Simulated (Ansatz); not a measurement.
# C2H5AlN2 (SMILES C#[C][Al]([NH2])[NH2]): MP2/def2-SVP

What is the energy change on altering one bond length of C2H5AlN2 at MP2/def2-SVP? 

The calculation is run with Ansatz 0.2.0.

62 further runs of the same task are left out: 1 that didn't finish, 61 set aside as unsound or not needed.

**1. The molecule**

C2H5AlN2 has 10 atoms, charge 0, and is taken as a singlet. As SMILES, `C#[C][Al]([NH2])[NH2]`. The shape is that of a PBE0-D4/def2-TZVP optimisation.

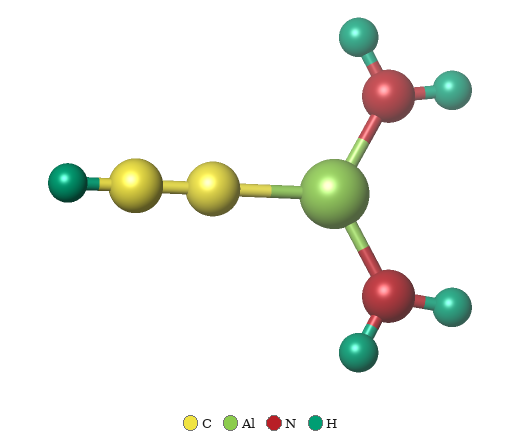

The structure, seen from a chosen angle (carbon yellow, aluminium green, nitrogen red, hydrogen teal).

**2. A single-point energy at MP2/def2-SVP**

Input file job.yaml:

```yaml
crystal:
  periodic: [false, false, false]
  atoms:
    - {symbol: C, position_ang: [-2.368100, 1.221100, 0.873300]}
    - {symbol: C, position_ang: [-1.345900, 0.693600, 0.497800]}
    - {symbol: Al, position_ang: [0.265700, -0.138000, -0.094200]}
    - {symbol: N, position_ang: [0.247600, -1.861100, -0.467000]}
    - {symbol: "N", position_ang: [1.722400, 0.842900, -0.249900]}
    - {symbol: H, position_ang: [-3.269100, 1.686000, 1.204200]}
    - {symbol: H, position_ang: [1.027400, -2.410800, -0.785900]}
    - {symbol: H, position_ang: [-0.574800, -2.435200, -0.383700]}
    - {symbol: H, position_ang: [1.750000, 1.827100, -0.041300]}
    - {symbol: H, position_ang: [2.627700, 0.523400, -0.550300]}
basis:
  gaussian:
    orbitals: def2-SVP
correlation:
  method: mp2
  frozen_orbitals: {Al: 5, C: 1, H: 0, "N": 1}
accuracy: high
```

Started as:

```
ansatz run job.yaml --threads 1 --pin off --max-ram 3480MiB --events-out events.jsonl --progress --plain --runs-dir runs
```

The log of the run:

```text
Warning: RAYON_NUM_THREADS=1 ignored (pool sized by the plan → 1); use --threads N
Functional definition: HF
  name "HF"
  exchange = exact_x
  correlation = 0
2218 factors; integrals over basis functions are off by at most 1.4e-8 eV
mean field evaluation 1: about -11676.4153 eV, gradient 4.6e1 eV
mean field evaluation 2: about -11676.4260 eV, gradient 4.6e1 eV
mean field evaluation 4: about -11681.2699 eV, gradient 3.3e0 eV
mean field evaluation 8: about -11681.3104 eV, gradient 3.0e-4 eV
mean field -11681.31037193 eV, -429.2802382920 hartree, gradient 2.3e-8 eV, S^2 0.000000; 0 other end points of the search recorded, 0 dependent functions left out
9 core orbitals not correlated: weight in the atoms' cores, before any rotation towards them, 1.000 or more for the frozen orbitals, at most 0.000 for the correlated occupied ones
reference -11681.31037193 eV, -429.2802382920 hartree; 13, 13 occupied and 77, 77 virtual orbitals, 2218 factors
second order -17.59361516 eV of doubles, -0.00000000 eV of singles
Total energy: -11698.90398709 eV, -429.9267917236 hartree
```

Wall time 3.6 s (1 thread of Intel Xeon Platinum 8488C (Sapphire Rapids), shared host); peak memory 0.3 GiB.

**3. The distorted shape, same level**

Input file molecule.yaml:

```yaml
crystal:
  periodic: [false, false, false]
  atoms:
    - {symbol: C, position_ang: [-3.303851, 1.880734, 1.255976]}
    - {symbol: C, position_ang: [-2.281651, 1.353234, 0.880476]}
    - {symbol: Al, position_ang: [-0.670051, 0.521634, 0.288476]}
    - {symbol: N, position_ang: [-0.688151, -1.201466, -0.084324]}
    - {symbol: "N", position_ang: [0.786649, 1.502534, 0.132776]}
    - {symbol: H, position_ang: [-4.204851, 2.345634, 1.586876]}
    - {symbol: H, position_ang: [1.027400, -2.410800, -0.785900]}
    - {symbol: H, position_ang: [-1.510551, -1.775566, -0.001024]}
    - {symbol: H, position_ang: [0.814249, 2.486734, 0.341376]}
    - {symbol: H, position_ang: [1.691949, 1.183034, -0.167624]}
basis:
  gaussian:
    orbitals: def2-SVP
correlation:
  method: mp2
  frozen_orbitals: {Al: 5, C: 1, H: 0, "N": 1}
accuracy: high
```

Started as:

```
ansatz run molecule.yaml --threads 1 --pin off --max-ram 3480MiB --events-out events.jsonl --progress --plain --runs-dir runs
```

The log of the run, shortened:

```text
Warning: RAYON_NUM_THREADS=1 ignored (pool sized by the plan → 1); use --threads N
[... 2 set-up lines as earlier in the session ...]
[...]
2201 factors; integrals over basis functions are off by at most 2.4e-8 eV
[...]
mean field -11674.72807952 eV, -429.0383435076 hartree, gradient 1.5e-8 eV, S^2 0.000000; 1 other end points of the search recorded, 0 dependent functions left out; unrestricted orbitals would lower it
[...]
unrestricted determinant -11677.04115555 eV, -429.1233474837 hartree, S^2 1.0052
9 core orbitals not correlated: weight in the atoms' cores, before any rotation towards them, 1.000 or more for the frozen orbitals, at most 0.000 for the correlated occupied ones
reference -11674.72807952 eV, -429.0383435076 hartree; 13, 13 occupied and 77, 77 virtual orbitals, 2201 factors
second order -18.56113912 eV of doubles, -0.00000000 eV of singles
Total energy: -11693.28921864 eV, -429.7204527889 hartree
```

It took 14 s on 1 thread of Intel Xeon Platinum 8488C (Sapphire Rapids), shared host; peak memory 0.41 GiB.

**4. Summary of results**

Level: MP2/def2-SVP, 9 core orbitals frozen.

```
                                                         quantity          value
                                        first shape: total energy  -429.92679 Eh
         first shape: correlation energy (9 core orbitals frozen)     -646.6 mEh
                                    distorted shape: total energy  -429.72045 Eh
     distorted shape: correlation energy (9 core orbitals frozen)     -682.1 mEh
energy change with the N4–H7 bond stretched from 1.006 to 2.213 Å       5.615 eV
```

With the N4–H7 bond stretched from 1.006 to 2.213 Å the energy rises by 5.61 eV (542 kJ/mol). The first shape isn't relaxed at this level, so the change isn't measured from a minimum. The restricted solution (distorted shape) is unstable to spin breaking: an unrestricted one lies lower.
